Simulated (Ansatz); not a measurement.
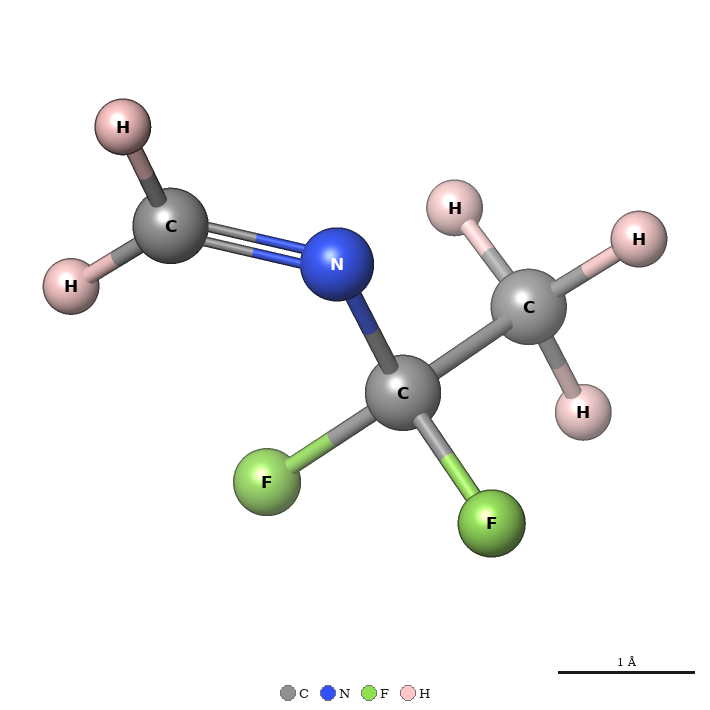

Depth is shown by fading: the farther an atom, the more it takes the colour of the background. Computed geometry: PBE0-D4/def2-TZVP optimisation. No frequency run is at hand to confirm it as a minimum. Masses are those of the most abundant isotopes; constants are for the rigid equilibrium geometry.

**What kind of rotor is it, and what are its rotational constants in GHz?**

An asymmetric top (C1): A = 5.13, B = 3.09, C = 3.06 GHz. Ray's parameter κ is −0.98, close to the prolate limit.
